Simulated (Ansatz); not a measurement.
AlH$_{7}$SiSn

Input file:

```
crystal:
  periodic: [false, false, false]
  atoms:
    - {symbol: Al, position_ang: [-1.774218, 0.621878, -1.604081]}
    - {symbol: Sn, position_ang: [0.391163, 0.887660, -0.082780]}
    - {symbol: Si, position_ang: [1.008293, -1.210564, 1.256315]}
    - {symbol: H, position_ang: [-2.561466, -0.756582, -1.648290]}
    - {symbol: H, position_ang: [-2.297256, 1.838670, -2.480384]}
    - {symbol: H, position_ang: [0.193600, 2.179898, 1.027790]}
    - {symbol: H, position_ang: [1.749082, 1.317600, -1.038674]}
    - {symbol: H, position_ang: [-0.112454, -1.584422, 2.160868]}
    - {symbol: H, position_ang: [1.258532, -2.348933, 0.331389]}
    - {symbol: H, position_ang: [2.227825, -0.996306, 2.080746]}
basis:
  gaussian: {orbitals: def2-TZVPP}
hamiltonian: {xc: pbe0, dispersion: d4}
output: {orbitals: {seedname: orbitals}}
```

Command:

```sh
ansatz run in.yaml --threads 2 --pin off --events-out ev --progress --plain --max-ram 4352MiB
```

Geometry: PBE0-D4/def2-TZVP; core potentials replace the inner electrons of Sn.

Theory: RKS PBE0-D4/def2-TZVPP (Ansatz 0.2.0).

> Predict the electron density and electron localisation function between the atoms.

Si–Sn (2.56 Å): ρ is about 0.5 e/Å³ halfway; the ELF peaks at about 0.95 between the atoms (a covalent bond).
Al–Sn (2.66 Å): ρ at the midpoint is about 0.42 e/Å³, with its minimum of 0.37 e/Å³ about 0.9 Å from Al; the ELF peaks at about 0.95 between the atoms (a shared electron pair).
Si–H (1.49 Å): ρ is about 0.8 e/Å³ halfway; the ELF climbs to about 1 towards the hydrogen, as it does in any bond to H.
Al–H (1.59 Å): the density is about 0.55 e/Å³ at the midpoint; the ELF climbs to about 1 towards the hydrogen.

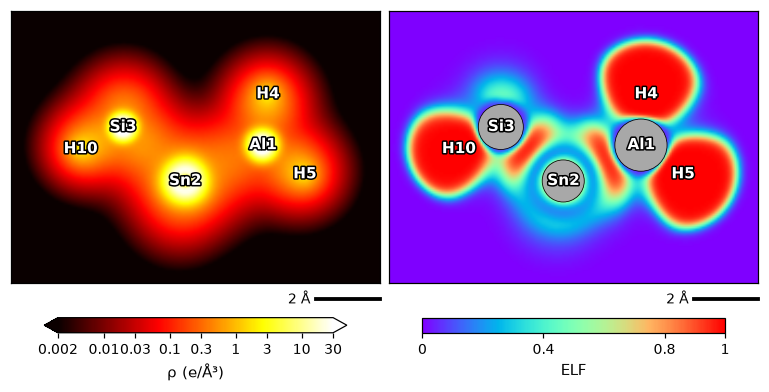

Computed electron density and electron localisation function on the plane of atoms Al1, Sn2 and Si3, in this order. Grey discs cover the atomic cores in the ELF map. 
